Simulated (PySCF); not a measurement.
# Geometry relaxation, with input and output: SiHBrF

System: SiHBrF, multiplicity 2, SMILES F[SiH]Br.
Method: MP2/ANO-RCC-MB, UHF, sfX2C (PySCF 2.14.0).

The run did not end well. The geometry comes from this level: PBE0-D4/def2-TZVP. Figures and captions count atoms from 1; the log counts them from 0 in places.

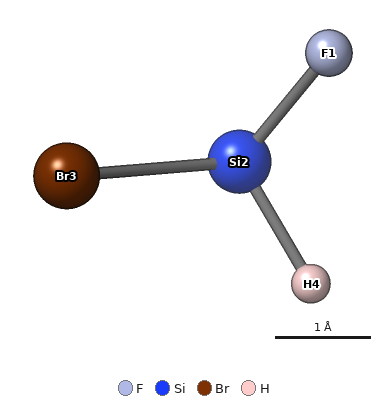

**Figure 1.** The starting structure (ball-and-stick view, seen at a tilt; atoms are numbered from 1 in the order of the input).

The input (input.py)
```python
from pyscf import gto, scf, mp
from pyscf.geomopt.geometric_solver import kernel as optimise

mol = gto.M(
    atom='F -1.077500 -0.285400 1.078300; Si -0.289800 -0.254700 -0.309800; Br 1.852200 -0.643700 0.073700; H -0.429400 1.123400 -0.862500',
    spin=1,
    verbose=3,
    basis='ano-rcc-mb',
    max_memory=1860,
)

calc0 = scf.UHF(mol)
calc0 = calc0.x2c()
calc0.conv_tol = 1e-10
calc0.kernel()
if not calc0.converged:
    calc0 = calc0.newton().run(calc0.mo_coeff, calc0.mo_occ)
pt = mp.MP2(calc0, frozen=15).run()
converged, mol_eq = optimise(pt, maxsteps=60, convergence_set='GAU_TIGHT')
print('converged:', converged)
print(mol_eq.tostring())

calc0.reset(mol_eq)
mol = mol_eq
calc0.kernel()
if not calc0.converged:
    calc0 = calc0.newton().run(calc0.mo_coeff, calc0.mo_occ)
pt = mp.MP2(calc0, frozen=15).run()
energy = pt.e_tot
print('E(%s) = %.9f' % ('MP2', energy))
```

Run as:
```bash
OMP_NUM_THREADS=1 python input.py
```

Log
```
WARN: HOMO -0.119797039452524 >= LUMO -0.119797039452524

converged SCF energy = -2994.00248733555  <S^2> = 0.753138  2S+1 = 2.0031355
E(UMP2) = -2994.04543341284  E_corr = -0.0429460772911635
E(SCS-UMP2) = -2994.04779682304  E_corr = -0.0453094874882285

#|     Arguments passed to driver run_optimizer():      |#
convergence_set           GAU_TIGHT
customengine              <pyscf.geomopt.geometric_solver.PySCFEngine object>
maxiter                   60
----------------------------------------------------------
Custom engine selected.
Bonds will be generated from interatomic distances less than 1.20 times sum of covalent radii
12 internal coordinates being used (instead of 12 Cartesians)
Internal coordinate system (atoms numbered from 1):
Distance 1-2
Distance 2-3
Distance 2-4
Angle 1-2-3
Angle 1-2-4
Angle 3-2-4
Translation-X 1-4
Translation-Y 1-4
Translation-Z 1-4
Rotation-A 1-4
Rotation-B 1-4
Rotation-C 1-4
<class 'geometric.internal.Distance'> : 3
<class 'geometric.internal.Angle'> : 3
<class 'geometric.internal.TranslationX'> : 1
<class 'geometric.internal.TranslationY'> : 1
<class 'geometric.internal.TranslationZ'> : 1
<class 'geometric.internal.RotationA'> : 1
<class 'geometric.internal.RotationB'> : 1
<class 'geometric.internal.RotationC'> : 1
> ===== Optimization Info: ====
> Job type: Energy minimization
> Maximum number of optimization cycles: 60
> Initial / maximum trust radius (Angstrom): 0.100 / 0.300
> Convergence Criteria:
> Will converge when all 5 criteria are reached:
>  |Delta-E| < 1.00e-06
>  RMS-Grad  < 1.00e-05
>  Max-Grad  < 1.50e-05
>  RMS-Disp  < 4.00e-05
>  Max-Disp  < 6.00e-05
> === End Optimization Info ===

Geometry optimization cycle 1
Cartesian coordinates (Angstrom)
 Atom        New coordinates             dX        dY        dZ
   F  -1.077500  -0.285400   1.078300    0.000000  0.000000  0.000000
  Si  -0.289800  -0.254700  -0.309800    0.000000  0.000000  0.000000
  Br   1.852200  -0.643700   0.073700   -0.000000  0.000000  0.000000
   H  -0.429400   1.123400  -0.862500    0.000000  0.000000  0.000000

WARN: Mole.unit (angstrom) is changed to Bohr

converged SCF energy = -2994.00248733593  <S^2> = 0.753138  2S+1 = 2.0031355
E(UMP2_Scanner) = -2994.04543341618  E_corr = -0.0429460802454349
E(SCS-UMP2_Scanner) = -2994.04779682524  E_corr = -0.0453094893070541
--------------- UMP2_Scanner gradients ---------------
         x                y                z
0 F     0.0536196357     0.0024645224    -0.0923443198
1 Si     0.0214461679     0.0129062000     0.0928827026
2 Br    -0.0784585204     0.0146149620    -0.0133018407
3 H     0.0033927168    -0.0299856844     0.0127634579
----------------------------------------------
cycle 1: E = -2994.04543342  dE = -2994.05  norm(grad) = 0.168173
Step    0 : Gradient = 8.409e-02/1.068e-01 (rms/max) Energy = -2994.0454334162
Hessian Eigenvalues: 5.00000e-02 5.00000e-02 5.00000e-02 ... 1.84759e-01 2.50000e-01 5.19360e-01

Geometry optimization cycle 2
Cartesian coordinates (Angstrom)
 Atom        New coordinates             dX        dY        dZ
   F  -1.158921  -0.299294   1.140993   -0.081421 -0.013894  0.062693
  Si  -0.312332  -0.254550  -0.323170   -0.022532  0.000150 -0.013370
  Br   1.990502  -0.690888   0.074358    0.138302 -0.047188  0.000658
   H  -0.463749   1.184333  -0.912481   -0.034349  0.060933 -0.049981
converged SCF energy = -2994.0285572059  <S^2> = 0.75581625  2S+1 = 2.0058078
E(UMP2_Scanner) = -2994.075088937  E_corr = -0.0465317310961526
E(SCS-UMP2_Scanner) = -2994.07824246182  E_corr = -0.0496852559227873
--------------- UMP2_Scanner gradients ---------------
         x                y                z
0 F     0.0177493054    -0.0001339346    -0.0328275569
1 Si    -0.0009594065     0.0046375702     0.0352330569
2 Br    -0.0171090344     0.0025815578    -0.0037313143
3 H     0.0003191356    -0.0070851934     0.0013258143
----------------------------------------------
cycle 2: E = -2994.07508894  dE = -0.0296555  norm(grad) = 0.0549715
Step    1 : Displace = 1.002e-01/1.461e-01 (rms/max) Trust = 1.000e-01 (=) Grad = 2.749e-02/3.732e-02 (rms/max) E (change) = -2994.0750889370 (-2.966e-02) Quality = 0.987
Hessian Eigenvalues: 5.00000e-02 5.00000e-02 5.00000e-02 ... 2.08813e-01 2.55105e-01 4.27215e-01

Geometry optimization cycle 3
Cartesian coordinates (Angstrom)
 Atom        New coordinates             dX        dY        dZ
   F  -1.173935  -0.286516   1.164957   -0.015014  0.012779  0.023964
  Si  -0.332994  -0.284501  -0.361057   -0.020663 -0.029951 -0.037887
  Br   2.021471  -0.687676   0.078421    0.030969  0.003213  0.004063
   H  -0.459041   1.198292  -0.902621    0.004708  0.013960  0.009860
converged SCF energy = -2994.03091396059  <S^2> = 0.75834764  2S+1 = 2.0083303
E(UMP2_Scanner) = -2994.07871386461  E_corr = -0.047799904013136
E(SCS-UMP2_Scanner) = -2994.08222482722  E_corr = -0.0513108666281329
--------------- UMP2_Scanner gradients ---------------
         x                y                z
0 F     0.0058997368     0.0010174727    -0.0105281470
1 Si    -0.0017225012    -0.0018034990     0.0099072227
2 Br    -0.0047086032     0.0014637628    -0.0008586980
3 H     0.0005313676    -0.0006777365     0.0014796223
----------------------------------------------
cycle 3: E = -2994.07871386  dE = -0.00362493  norm(grad) = 0.0167044
Step    2 : Displace = 3.543e-02/5.252e-02 (rms/max) Trust = 1.414e-01 (+) Grad = 8.352e-03/1.211e-02 (rms/max) E (change) = -2994.0787138646 (-3.625e-03) Quality = 1.204
Hessian Eigenvalues: 5.00000e-02 5.00000e-02 5.00000e-02 ... 1.81587e-01 2.58625e-01 3.55833e-01

Geometry optimization cycle 4
Cartesian coordinates (Angstrom)
 Atom        New coordinates             dX        dY        dZ
   F  -1.187767  -0.299619   1.182793   -0.013832 -0.013103  0.017837
  Si  -0.329253  -0.269356  -0.360572    0.003741  0.015146  0.000485
  Br   2.041598  -0.701670   0.080874    0.020127 -0.013995  0.002452
   H  -0.469078   1.210245  -0.923395   -0.010036  0.011953 -0.020774
converged SCF energy = -2994.03075961589  <S^2> = 0.75897022  2S+1 = 2.0089502
E(UMP2_Scanner) = -2994.07916789753  E_corr = -0.0484082816443764
E(SCS-UMP2_Scanner) = -2994.08285486515  E_corr = -0.0520952492548926
--------------- UMP2_Scanner gradients ---------------
         x                y                z
0 F     0.0006393027    -0.0003272240    -0.0014415738
1 Si    -0.0007733345     0.0002338404     0.0020876084
2 Br     0.0001040449    -0.0001137199    -0.0001246734
3 H     0.0000299869     0.0002071035    -0.0005213612
----------------------------------------------
cycle 4: E = -2994.0791679  dE = -0.000454033  norm(grad) = 0.00282129
Step    3 : Displace = 2.349e-02/2.612e-02 (rms/max) Trust = 2.000e-01 (+) Grad = 1.411e-03/2.238e-03 (rms/max) E (change) = -2994.0791678975 (-4.540e-04) Quality = 1.010
Hessian Eigenvalues: 5.00000e-02 5.00000e-02 5.00000e-02 ... 1.94899e-01 2.68855e-01 3.30230e-01

Geometry optimization cycle 5
Cartesian coordinates (Angstrom)
 Atom        New coordinates             dX        dY        dZ
   F  -1.187088  -0.296643   1.182808    0.000679  0.002976  0.000015
  Si  -0.330076  -0.272518  -0.365132   -0.000823 -0.003162 -0.004560
  Br   2.041767  -0.700724   0.081619    0.000169  0.000946  0.000745
   H  -0.469103   1.209485  -0.919595   -0.000026 -0.000760  0.003800
converged SCF energy = -2994.03074656518  <S^2> = 0.75914511  2S+1 = 2.0091243
E(UMP2_Scanner) = -2994.07918070676  E_corr = -0.0484341415780778
E(SCS-UMP2_Scanner) = -2994.08288424854  E_corr = -0.052137683358374
--------------- UMP2_Scanner gradients ---------------
         x                y                z
0 F     0.0001654838    -0.0000062543    -0.0003321130
1 Si    -0.0005423608    -0.0000387482     0.0003347062
2 Br     0.0003334665    -0.0000315925     0.0000379438
3 H     0.0000434106     0.0000765950    -0.0000405371
----------------------------------------------
cycle 5: E = -2994.07918071  dE = -1.28092e-05  norm(grad) = 0.000817582
Step    4 : Displace = 3.784e-03/5.610e-03 (rms/max) Trust = 2.828e-01 (+) Grad = 4.088e-04/6.385e-04 (rms/max) E (change) = -2994.0791807068 (-1.281e-05) Quality = 1.082
Hessian Eigenvalues: 4.99994e-02 5.00000e-02 5.00000e-02 ... 2.06275e-01 2.47340e-01 3.06143e-01

Geometry optimization cycle 6
Cartesian coordinates (Angstrom)
 Atom        New coordinates             dX        dY        dZ
   F  -1.186825  -0.296554   1.182926    0.000263  0.000089  0.000118
  Si  -0.329535  -0.272438  -0.365646    0.000540  0.000080 -0.000514
  Br   2.041344  -0.700904   0.081880   -0.000423 -0.000180  0.000261
   H  -0.469483   1.209496  -0.919459   -0.000380  0.000011  0.000136
converged SCF energy = -2994.03074854796  <S^2> = 0.75913098  2S+1 = 2.0091102
E(UMP2_Scanner) = -2994.07918148012  E_corr = -0.0484329321640095
E(SCS-UMP2_Scanner) = -2994.08288742661  E_corr = -0.052138878653523
--------------- UMP2_Scanner gradients ---------------
         x                y                z
0 F     0.0000503693     0.0000094804    -0.0001015979
1 Si    -0.0002499554    -0.0000145245     0.0000743237
2 Br     0.0001832219    -0.0000176514     0.0000265954
3 H     0.0000163642     0.0000226956     0.0000006788
----------------------------------------------
cycle 6: E = -2994.07918148  dE = -7.73364e-07  norm(grad) = 0.000341371
Step    5 : Displace = 5.228e-04/7.454e-04 (rms/max) Trust = 3.000e-01 (+) Grad = 1.707e-04/2.612e-04 (rms/max) E (change) = -2994.0791814801 (-7.734e-07) Quality = 1.339
Hessian Eigenvalues: 4.99805e-02 5.00000e-02 5.00000e-02 ... 1.97522e-01 2.35264e-01 2.82785e-01

Geometry optimization cycle 7
Cartesian coordinates (Angstrom)
 Atom        New coordinates             dX        dY        dZ
   F  -1.186582  -0.296672   1.183010    0.000243 -0.000118  0.000084
  Si  -0.329060  -0.272231  -0.365804    0.000475  0.000207 -0.000158
  Br   2.040831  -0.701055   0.082050   -0.000513 -0.000151  0.000170
   H  -0.469689   1.209558  -0.919555   -0.000206  0.000062 -0.000096
converged SCF energy = -2994.03075287032  <S^2> = 0.75910322  2S+1 = 2.0090826
E(UMP2_Scanner) = -2994.07918171854  E_corr = -0.0484288482254117
E(SCS-UMP2_Scanner) = -2994.08288820178  E_corr = -0.0521353314636767
--------------- UMP2_Scanner gradients ---------------
         x                y                z
0 F    -0.0000040110     0.0000042165     0.0000062026
1 Si    -0.0000069251     0.0000006835    -0.0000134182
2 Br     0.0000139163    -0.0000020068     0.0000028592
3 H    -0.0000029802    -0.0000028932     0.0000043565
----------------------------------------------
cycle 7: E = -2994.07918172  dE = -2.38421e-07  norm(grad) = 2.33004e-05
```

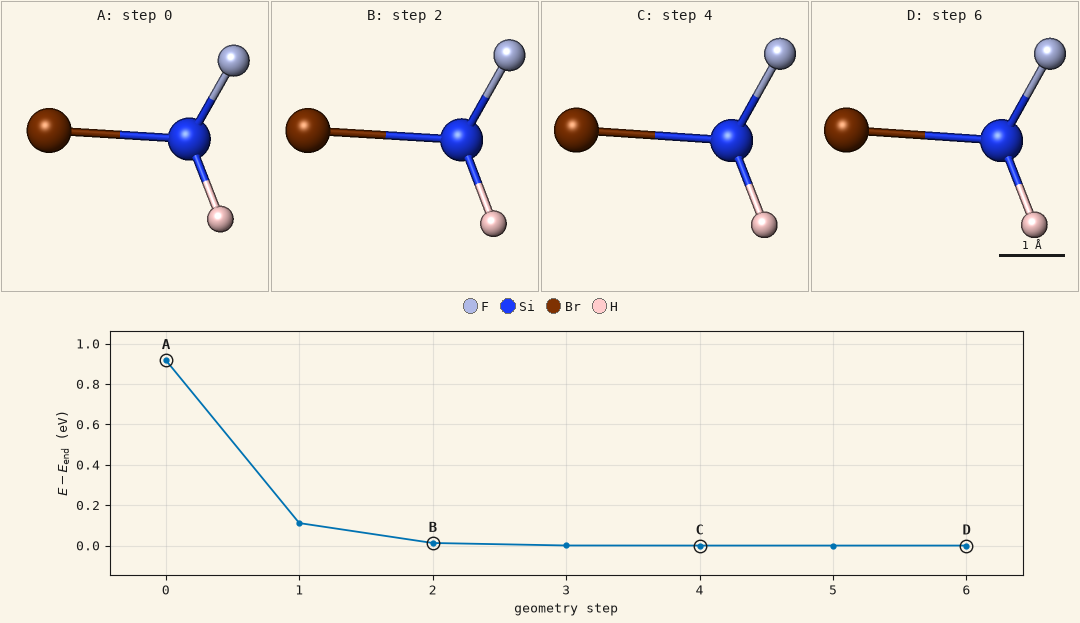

**Figure 2.** Frames of the relaxation (ball-and-stick view, seen on its broad side) above the curves, on which the letters mark them (steps are counted from 0).

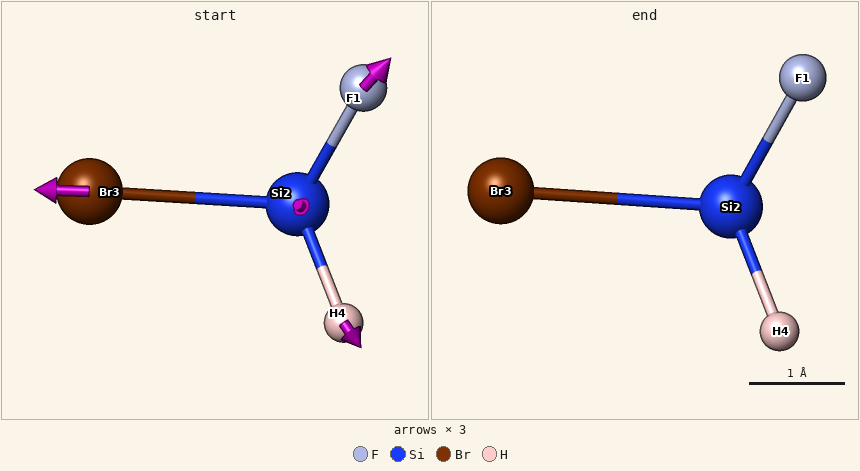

**Figure 3.** Before (left) and after (right) the relaxation, at one scale (ball-and-stick view, seen on its broad side). The pink arrows give the displacements, magnified 3 times. The run was cut off at its time limit before the relaxation converged, so the last structure is only a point on the way. Br3 moves most after the best rigid fit: 0.20 Å. Largest moves by element: Br 0.20 Å, F 0.15 Å, H 0.11 Å, Si 0.07 Å. Distances before and after: Si2–Br3 2.211 → 2.450 Å, F1–Si2 1.596 → 1.771 Å, Si2–H4 1.491 → 1.588 Å. The energy falls by 0.918 eV in 6 geometry steps. The largest force component goes from 4.8 to 0.00072 eV/Å. (Atoms are counted from 1 in the order of the input.)

```
Step    6 : Displace = 4.293e-04/5.351e-04 (rms/max) Trust = 3.000e-01 (=) Grad = 1.165e-05/1.512e-05 (rms/max) E (change) = -2994.0791817185 (-2.384e-07) Quality = 1.149
Hessian Eigenvalues: 4.99128e-02 5.00000e-02 5.00000e-02 ... 1.95548e-01 2.37996e-01 2.83097e-01

Geometry optimization cycle 8
Cartesian coordinates (Angstrom)
 Atom        New coordinates             dX        dY        dZ
   F  -1.186573  -0.296709   1.183015    0.000009 -0.000037  0.000005
  Si  -0.329056  -0.272205  -0.365782    0.000004  0.000026  0.000022
  Br   2.040771  -0.701065   0.082048   -0.000061 -0.000011 -0.000002
   H  -0.469641   1.209579  -0.919580    0.000048  0.000021 -0.000025
converged SCF energy = -2994.03075338561  <S^2> = 0.75910111  2S+1 = 2.0090805
E(UMP2_Scanner) = -2994.07918171053  E_corr = -0.0484283249217033
E(SCS-UMP2_Scanner) = -2994.08288801068  E_corr = -0.0521346250696765
```

Trajectory as extended XYZ (Å, eV, eV/Å), 7 frames, from step=0 to step=6
```
4
Properties=species:S:1:pos:R:3:forces:R:3 step=0 energy=-81472.12673
F    -1.0775   -0.2854    1.0783   -2.7572  -0.1267   4.7485
Si   -0.2898   -0.2547   -0.3098   -1.1028  -0.6637  -4.7762
Br    1.8522   -0.6437    0.0737    4.0345  -0.7515   0.6840
H    -0.4294    1.1234   -0.8625   -0.1745   1.5419  -0.6563
4
Properties=species:S:1:pos:R:3:forces:R:3 step=1 energy=-81472.93369
F    -1.1589   -0.2993    1.1410   -0.9127   0.0069   1.6881
Si   -0.3123   -0.2545   -0.3232    0.0493  -0.2385  -1.8118
Br    1.9905   -0.6909    0.0744    0.8798  -0.1327   0.1919
H    -0.4637    1.1843   -0.9125   -0.0164   0.3643  -0.0682
4
Properties=species:S:1:pos:R:3:forces:R:3 step=2 energy=-81473.03233
F    -1.1739   -0.2865    1.1650   -0.3034  -0.0523   0.5414
Si   -0.3330   -0.2845   -0.3611    0.0886   0.0927  -0.5094
Br    2.0215   -0.6877    0.0784    0.2421  -0.0753   0.0442
H    -0.4590    1.1983   -0.9026   -0.0273   0.0349  -0.0761
4
Properties=species:S:1:pos:R:3:forces:R:3 step=3 energy=-81473.04469
F    -1.1878   -0.2996    1.1828   -0.0329   0.0168   0.0741
Si   -0.3293   -0.2694   -0.3606    0.0398  -0.0120  -0.1073
Br    2.0416   -0.7017    0.0809   -0.0053   0.0058   0.0064
H    -0.4691    1.2102   -0.9234   -0.0015  -0.0106   0.0268
4
Properties=species:S:1:pos:R:3:forces:R:3 step=4 energy=-81473.04504
F    -1.1871   -0.2966    1.1828   -0.0085   0.0003   0.0171
Si   -0.3301   -0.2725   -0.3651    0.0279   0.0020  -0.0172
Br    2.0418   -0.7007    0.0816   -0.0171   0.0016  -0.0020
H    -0.4691    1.2095   -0.9196   -0.0022  -0.0039   0.0021
4
Properties=species:S:1:pos:R:3:forces:R:3 step=5 energy=-81473.04506
F    -1.1868   -0.2966    1.1829   -0.0026  -0.0005   0.0052
Si   -0.3295   -0.2724   -0.3656    0.0129   0.0007  -0.0038
Br    2.0413   -0.7009    0.0819   -0.0094   0.0009  -0.0014
H    -0.4695    1.2095   -0.9195   -0.0008  -0.0012   0.0000
4
Properties=species:S:1:pos:R:3:forces:R:3 step=6 energy=-81473.04506
F    -1.1866   -0.2967    1.1830    0.0002  -0.0002  -0.0003
Si   -0.3291   -0.2722   -0.3658    0.0004   0.0000   0.0007
Br    2.0408   -0.7011    0.0820   -0.0007   0.0001  -0.0001
H    -0.4697    1.2096   -0.9196    0.0002   0.0001  -0.0002
```

What the run reported

- outcome: stopped at the time limit
- basis functions: 33
- hardware: 1 thread of Arm Neoverse V1, 24 GiB of memory available, shared host
- wall time: 3.5 min
- peak memory: 0.2 GiB

Diagnosis

The run was cut off by its time limit, so the output is incomplete.
